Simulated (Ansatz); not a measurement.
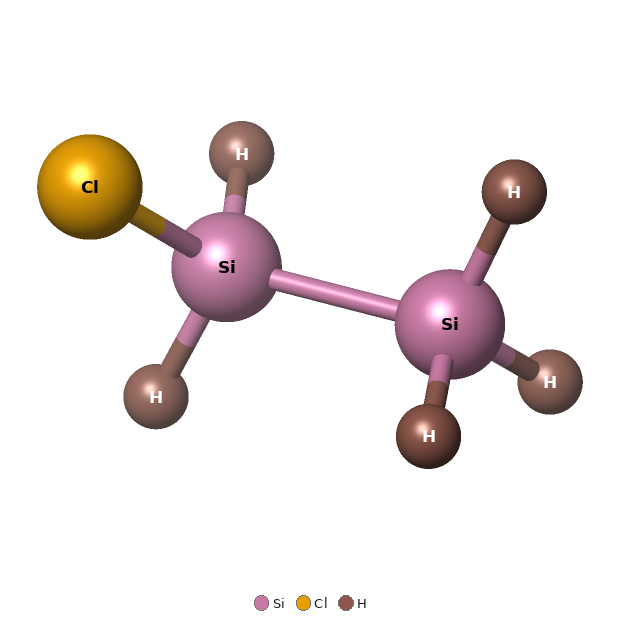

The picture shows a molecular structure as a ball-and-stick model.

The geometry was computed by an optimisation with PBE0-D4/def2-TZVP.

Describe the molecule.

The molecule is ClH₅Si₂. This geometry has Cs symmetry. Coordination: 2 Si tetrahedral.

More results for the same structure follow; atom numbers are the same in all pictures, views and colours differ.

## Shape

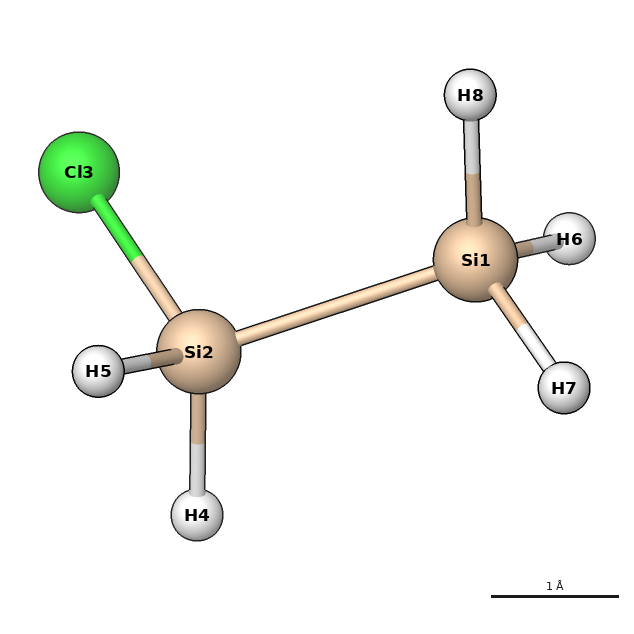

The atoms are numbered.

What are the angles Si2–Si1–H7, Si2–Si1–H6, H6–Si1–H8, H6–Si1–H7, Si1–Si2–Cl3, Si1–Si2–H4, Cl3–Si2–H4, H4–Si2–H5?

```tsv
angle	degrees
Si2–Si1–H7	109.5
Si2–Si1–H6	109.6
H6–Si1–H8	109.5
H6–Si1–H7	109.3
Si1–Si2–Cl3	108.8
Si1–Si2–H4	111.8
Cl3–Si2–H4	107.7
H4–Si2–H5	108.8
```

## Electronic properties

Properties computed with RKS BLYP-D4/def2-TZVPP (Ansatz 0.2.0).

**What is the dispersion correction?**

−36.8 kJ/mol.

## Dipole moment

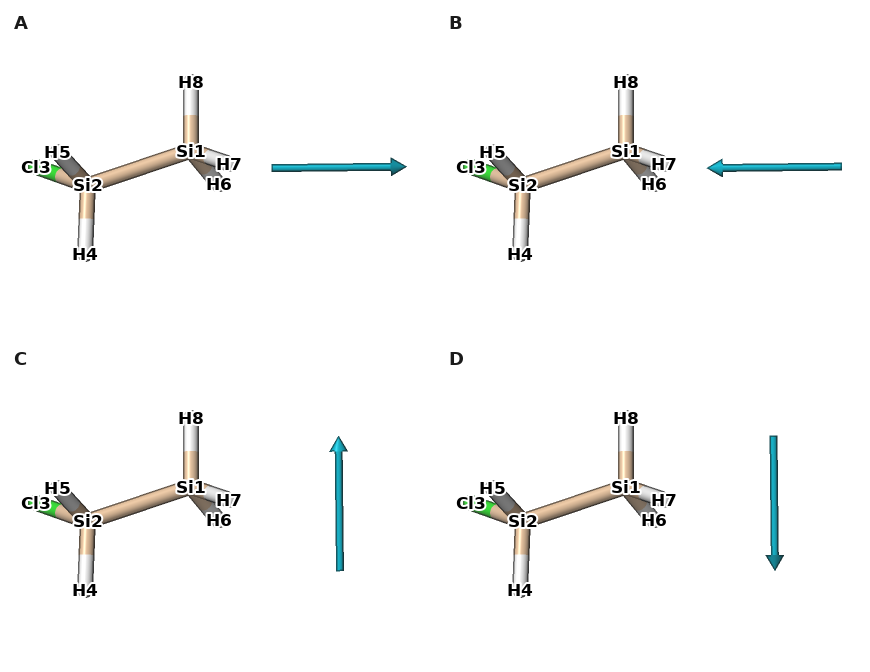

The same molecule four times, each with an arrow. Level of theory: RKS PBE0-D4/def2-SVP (Ansatz 0.2.0).

**Which arrow points along the dipole moment, from the negative to the positive end?**

A. The dipole moment is 0.61 D; it points from the side of Cl3 to the side of H7 (the outermost atoms at the two ends).

## Vibrations

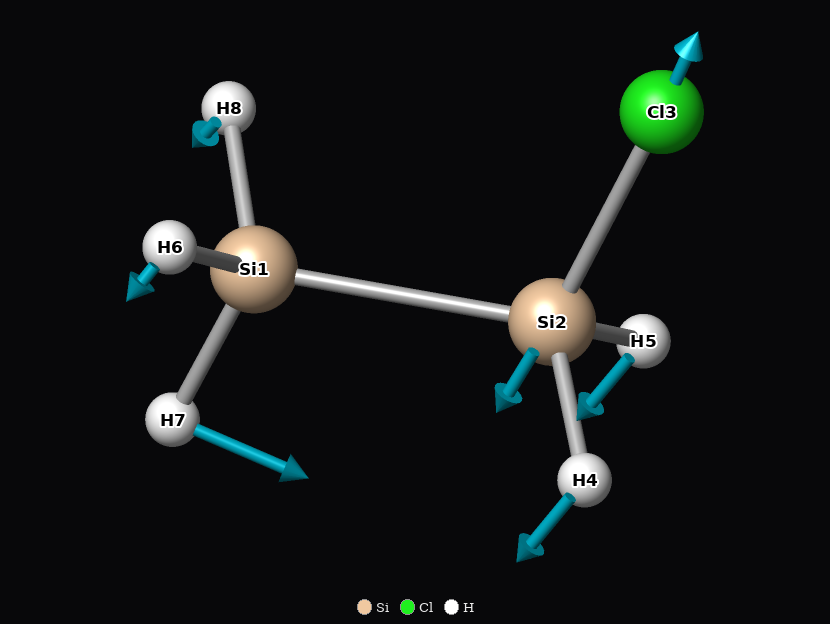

The arrows show one normal mode. Harmonic vibrations computed with RKS PBE0-D4/def2-TZVP (Ansatz 0.2.0) at a stationary point of the same level.

**Estimate its harmonic wavenumber.**

550 cm⁻¹; it is mode 6 of 18 counted from the lowest.
